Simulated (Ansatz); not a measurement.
## Electronic structure of FNSi2 in real space

Input file:

```
crystal:
  periodic: [false, false, false]
  atoms:
    - {symbol: F, position_ang: [-0.350199, 0.170607, -1.695965]}
    - {symbol: N, position_ang: [1.442366, -1.143050, -0.346555]}
    - {symbol: Si, position_ang: [-0.179742, -0.573960, -0.241804]}
    - {symbol: Si, position_ang: [2.907862, -1.736801, -0.270966]}
basis:
  gaussian:
    orbitals: def2-TZVPD
hamiltonian:
  xc: pbe0
output: {forces: true, orbitals: {seedname: orbitals}}
```

Launched as:

```sh
ansatz run input.yaml --threads 1 --pin off --max-ram 2610MiB --events-out events.jsonl --progress --plain --runs-dir runs
```

Geometry: B3LYP-D3(BJ)/6-311G**.

All numbers below come from isolated molecule in a Gaussian basis; Kohn-Sham density functional theory, functional PBE0 in Ansatz 0.2.0.

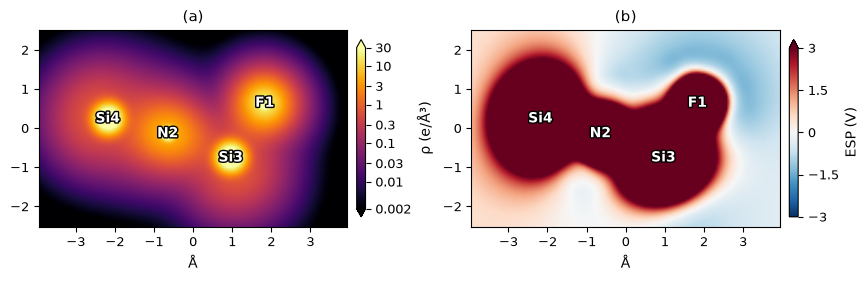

Figure 1. (a) electron density; (b) molecular electrostatic potential on the molecular plane.

### Read the bonding off the picture.

- The plane passes through F, N and Si nuclei.
- Si–N (1.58 Å): ρ at the midpoint is about 1.4 e/Å³.
- Si–F (1.64 Å): ρ is about 1 e/Å³ halfway.
- Si–N (1.72 Å): ρ at the midpoint is about 1.1 e/Å³.
- Outside the dense part of the molecule the potential is most negative (−1.4 V) near F1.

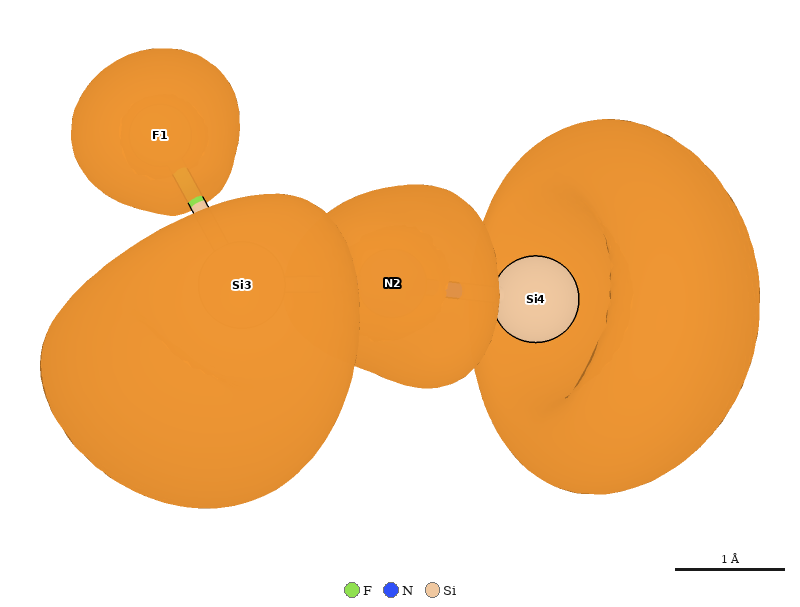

Figure 2. Isosurface of the electron localisation function at 0.75 (orange), seen at an oblique angle. Only the valence region is drawn (cores and ρ < 0.01 e/Å³ removed).

### Identify the bonds, lone pairs and shells in this picture.

The ELF exceeds this value in one region on N in which the atom's valence shell and bonds are merged, two lobes on Si, pointing away from the bonds (lone pairs) and one region wrapped around F (its lone pairs, merged into a ring or cap). Along the contacts the grid gives the following. Si–N (1.58 Å): the ELF peaks at about 0.85 between the atoms, as expected for a short, strongly polar bond. Si–F (1.64 Å): the ELF peaks at about 0.85 in the valence shell of F, 0.6 Å from its nucleus, and is about 0.50 at the midpoint.

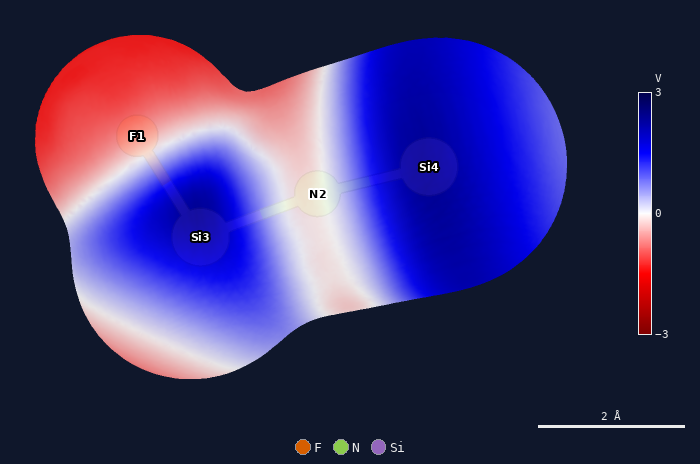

Figure 3. The electrostatic potential painted on the density surface at 0.004 e/bohr³, seen across its widest extent; red is negative and blue positive.

### Where is the surface potential most negative and most positive?

The most negative region (about −1.3 V, or −30 kcal/mol for a unit charge) lies over F1, the most positive (about +2.3 V, or +53 kcal/mol for a unit charge) over Si3 and Si4.

### What dipole moment does the calculation give?

Its dipole moment is 3.31 D.
